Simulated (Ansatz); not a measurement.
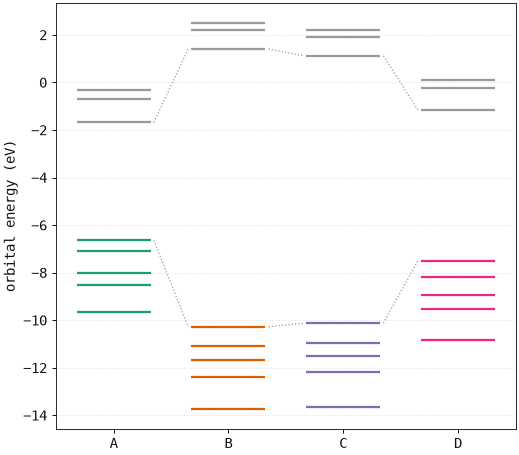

Frontier orbital energies of BSiH₅SO, SMILES BO[SiH2]S at one geometry, def2-TZVPP, the Ansatz code 0.2.0, at a PBE0-D4/def2-TZVP geometry (a minimum by its frequencies). Empty levels are grey, levels within 0.1 eV stand side by side; all columns show the same few orbitals around the gap. Dotted lines join the HOMOs and the LUMOs.

### The columns come from HSE06, revPBE, ωB97M-V and ωB97X-V. Which is which?

A: revPBE (HOMO −6.64, LUMO −1.68, separation 4.97 eV)
B: ωB97X-V (HOMO −10.28, LUMO 1.41, separation 11.69 eV)
C: ωB97M-V (HOMO −10.12, LUMO 1.12, separation 11.25 eV)
D: HSE06 (HOMO −7.50, LUMO −1.15, separation 6.36 eV)

Limits of at least one run: empty levels above zero depend strongly on the basis; one conformer of a flexible molecule.
